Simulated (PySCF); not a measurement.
## Electronic structure of C₆H₇NO in real space

```yaml
atoms:
  - { symbol: C, position_ang: [-3.0220, -1.3232, -0.4839] }
  - { symbol: C, position_ang: [-2.1365, -0.6123, -0.1089] }
  - { symbol: C, position_ang: [-1.0496, 0.2583, 0.3102] }
  - { symbol: C, position_ang: [-1.3041, 1.5976, -0.1841] }
  - { symbol: N, position_ang: [-1.5128, 2.6419, -0.5958] }
  - { symbol: C, position_ang: [0.3036, -0.2540, -0.2163] }
  - { symbol: O, position_ang: [1.3232, 0.4638, 0.4304] }
  - { symbol: C, position_ang: [2.6068, 0.1411, -0.0375] }
  - { symbol: H, position_ang: [-3.8030, -1.9519, -0.7919] }
  - { symbol: H, position_ang: [-1.0007, 0.2987, 1.4061] }
  - { symbol: H, position_ang: [0.3578, -0.1176, -1.3084] }
  - { symbol: H, position_ang: [0.3902, -1.3325, -0.0019] }
  - { symbol: H, position_ang: [3.3046, 0.7458, 0.5371] }
  - { symbol: H, position_ang: [2.8278, -0.9227, 0.1154] }
  - { symbol: H, position_ang: [2.7104, 0.3750, -1.1039] }
```

Geometry: GFN2-xTB.

Theory: PBE0/pcSseg-1, SCF density, gas phase, non-relativistic in PySCF 2.14.0.

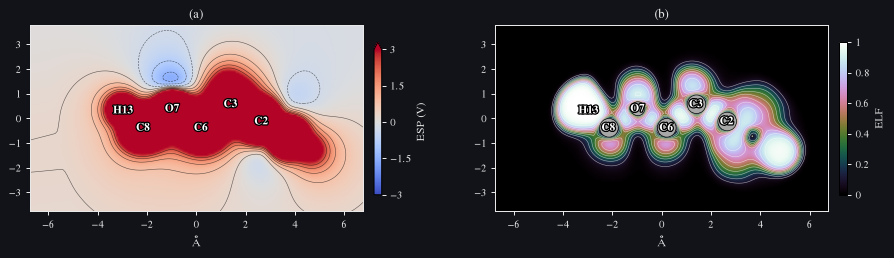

Figure 1. (a) molecular electrostatic potential; (b) electron localisation function on the plane of atoms O7, C8 and H13. Grey discs cover the atomic cores in the ELF map.

### Read the bonding off the picture.

The plane passes through C, O and H nuclei.
C–O (1.40 Å): the ELF peaks at about 0.90 between the atoms; a shared but strongly polarised pair.
The ELF also peaks beside O7, away from the bonds: lone-pair regions.
Outside the dense part of the molecule the potential is most negative (−1.5 V) near O7.

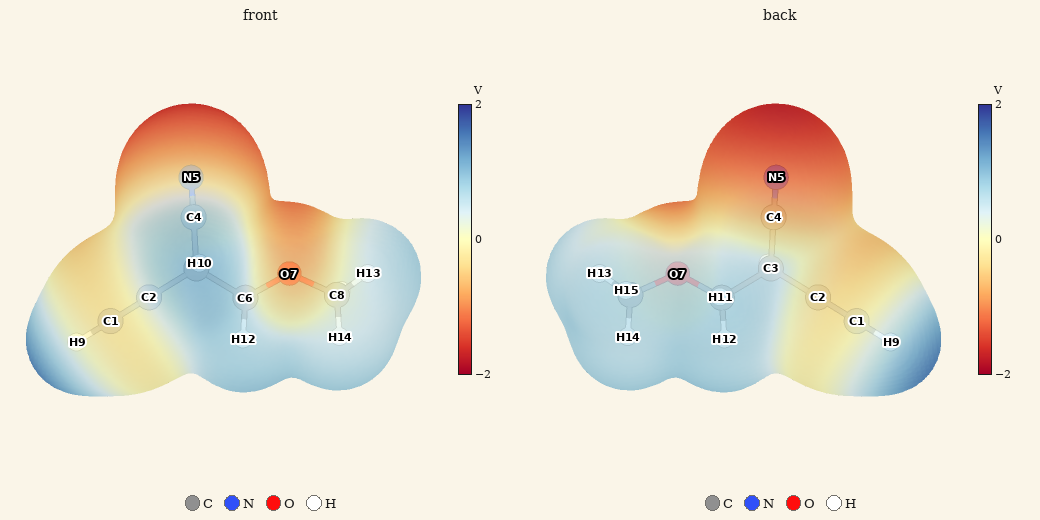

Figure 2. The electrostatic potential painted on the density surface at 0.001 e/bohr³, seen from the front and from behind; red is negative and blue positive.

### Which sites attract a positive test charge, and which a negative one?

A positive charge is drawn to the negative regions and a negative charge to the positive ones. The most negative region (about −1.7 V) lies over N5, the most positive (about +1.5 V) over H9. N5 is the likeliest acceptor of a hydrogen bond.

### What dipole moment does the calculation give?

Its dipole moment is 4.54 D.
